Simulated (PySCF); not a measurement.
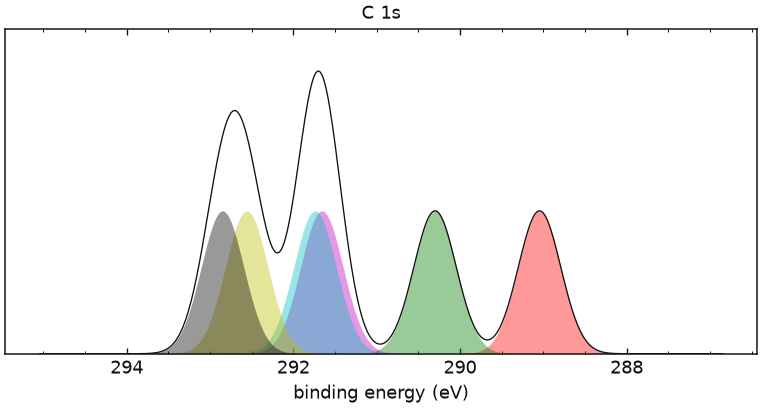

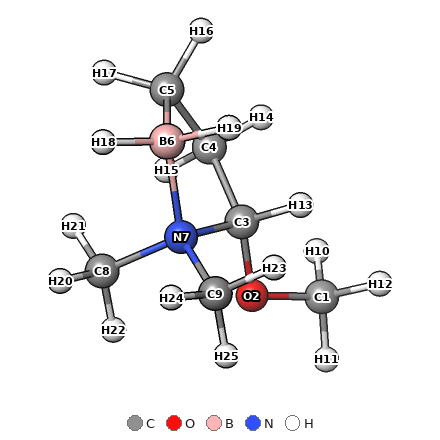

Simulated XPS of C₆H₁₆BNO, SMILES CO[C@H]1CC[BH2-][N+]1(C)C. Vertical core-electron binding energies by ΔSCF (SCAN, pcX-2 on the ionised atom, pcseg-1 elsewhere, spin-free X2C; PySCF 2.14.0, at a PBE0-D3(BJ)/def2-SVP geometry (no frequency check)), gas phase, against the vacuum level. One atom of each kind was ionised; within a panel, areas follow the number of like atoms, Gaussians of 0.6 eV full width. Only the regions named are shown. Lines closer than the width merge in the curve.

> Assign the components.

```tsv
level	atoms	binding energy (eV)
C 1s	C3	292.9
C 1s	C1	292.6
C 1s	C9	291.7
C 1s	C8	291.7
C 1s	C4	290.3
C 1s	C5	289.0
```

> How large is the chemical shift across the C 1s region?

3.8 eV, from C5 at 289.0 eV to C3 at 292.9 eV.

Note: one conformer of a flexible molecule.
